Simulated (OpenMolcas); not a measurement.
# Ta⁴⁺ among point charges: CASSCF and CASPT2 levels and susceptibility

Aim: the splitting of the states of Ta⁴⁺ in the field of 4 point charges, its lowest levels with spin-orbit coupling and its magnetic susceptibility.

Method: state-averaged CASSCF and CASPT2, spin-orbit coupling by RASSI with atomic mean-field integrals. Code: OpenMolcas 26.06.

### 1 Starting point

```
Species                           : Ta⁴⁺ (tantalum, Z = 73, 69 electrons)
Basis                             : ANO-RCC-VTZP [8s7p5d3f2g1h], 104 functions
Scalar Hamiltonian                : DKH2, point nucleus
Inactive shells                   : 1s 2s 2p 3s 3p 3d 4s 4p 4d 4f 5s 5p
Active space                      : 1 electron in 5 orbitals (5d)
Some configurations of this space : 5d
Orbitals                          : optimised for each spin and parity, averaged over all roots
```

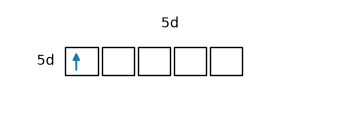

The shells outside the core, filled by Hund's rule for the drawing.

The ion sits among 4 point charges of -1.5 e arranged as a square (D4h), 1.76 Å from the ion.

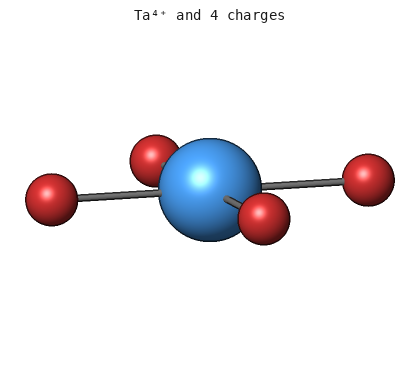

The ion and the point charges (red).

The work runs as a chain of OpenMolcas steps in one folder; each step below is one input file. Labels, J, g values, rates, χT and fits are worked out afterwards by a script from the matrices that RASSI stores. The input lists half of the charges; inversion (Group=XYZ) makes the rest.

### 2 Basis and integrals

a.inp reads:

```
&GATEWAY
Coord
1

Ta 0.0 0.0 0.0
Basis=ANO-RCC-VTZP
Group=XYZ
NoMove
AngMom=0.0 0.0 0.0
AMFI
XField
2 Angstrom 0
1.760000 0.000000 0.000000 -1.500000
0.000000 1.760000 0.000000 -1.500000
&SEWARD
```

Run with:

```
$ OMP_NUM_THREADS=1 MOLCAS_MEM=1689 MOLCAS_PROJECT=a pymolcas a.inp > a.log
```

### 3 CASSCF: doublets of even parity, 5 roots

a.inp reads:

```
&RASSCF
FileOrb=start.orb
Symmetry=1
Spin=2
nActEl=1 0 0
Inactive=15 19
Ras2=5 0
CIRoot=5 5 1
SDav=5
CIMx=300
Iter=120 100
PrWF=0.3
OrbListing=Nothing
MaxOrb=0
>>> COPY $Project.JobIph JOB001
```

start.orb holds the contracted functions of the basis, ordered by shell, or the orbitals of the step before.

### 4 State interaction with spin-orbit coupling

a.inp reads:

```
&RASSI
NrOfJobIphs=1 5
1 2 3 4 5
IphNames
JOB001
EJob
SpinOrbit
DIPRint=1.0
SOCoupling=1000.0
Subsets=2
Property=9
'ANGMOM' 1 'ANGMOM' 2 'ANGMOM' 3 'MLTPL  1' 1 'MLTPL  1' 2 'MLTPL  1' 3
'AMFI' 1 'AMFI' 2 'AMFI' 3
SOProperty=3
'ANGMOM' 1 'ANGMOM' 2 'ANGMOM' 3
```

### 5 CASPT2: IPEA 0.25, imaginary shift 0.1 (closed shells correlated: 4f 5s 5p)

a.inp reads:

```
>>> COPY JOB001 $Project.JobIph
&CASPT2
Multistate=5 1 2 3 4 5
NoMult
Frozen=14 9
IPEA=0.25
Imaginary=0.1
MaxIter=60
WThr=0.0 0.3 0.05
PrWF=0.5
NoMix
```

(Steps that only read results are left out.)

**Question.** What will these runs give? Wanted: spin-free ground state; first state of the same spin within the active space; lowest level; next level.

The runs gave:

| quantity | value |
| --- | --- |
| method | SS-CASPT2, IPEA 0.25, imaginary shift 0.1 (closed shells correlated: 4f 5s 5p) |
| spin-free ground state | 2A1, 1-fold in its orbital part |
| first state of the same spin within the active space | 2E at 15000 cm⁻¹ |
| lowest level | 2-fold E1/2, g = 1.27, 1.27, 1.95 |
| next level | 14560.1 cm⁻¹ |
| χT at 300 K | 0.23 cm³ K/mol |
| effective moment at 300 K | 1.37 μB |

Cost by method:

```csv
method,time of its own steps,time with the reference
A. CASSCF,3.5 s,3.5 s
"B. SS-CASPT2, IPEA 0.25, imaginary shift 0.1, +4f 5s 5p",2.7 s,6.2 s
```

Times are of one thread on a shared host.

**Reading.** The spin-free ground state (2A1) comes to 100 % from free-ion D terms and keeps the highest spin of the shell. χT at 300 K is 0.23, against 0.38 cm³ K/mol for the spin alone, so orbital moment lowers it. The field of point charges can differ much from that of real complexes. Point charges carry no covalency, so the field is a model and not that of real ligands.
